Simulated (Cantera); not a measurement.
A closed system holds: 1 mol PbO, 6 mol CO, a varied amount of CH₄, at 2373.15 K and 1.05 Torr.

Equilibrium computed with Cantera from the NASA thermochemical tables; the gas is ideal and each condensed phase is pure. Candidate condensed phases: C, C₆H₆, C₇H₈, C₈H₁₈, H₂O, Pb, PbO, PbO₂, Pb₃O₄; 113 gas species. Equilibrium is a limit: real reactors are often held back by kinetics, nucleation or transport.

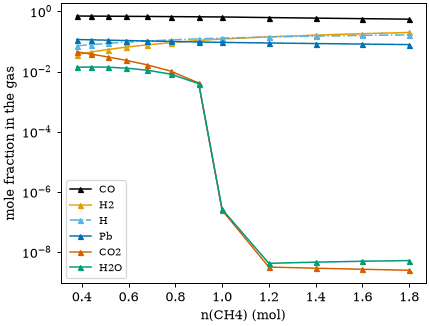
Figure. Equilibrium gas composition (values under 1e-9 drawn at 1e-9)

From 0.38 mol CH₄ to 1 mol CH₄ nothing is condensed. From 1.2 mol CH₄ to 1.8 mol CH₄ the condensed part is C(graphite). The main Pb-bearing gas is Pb throughout.
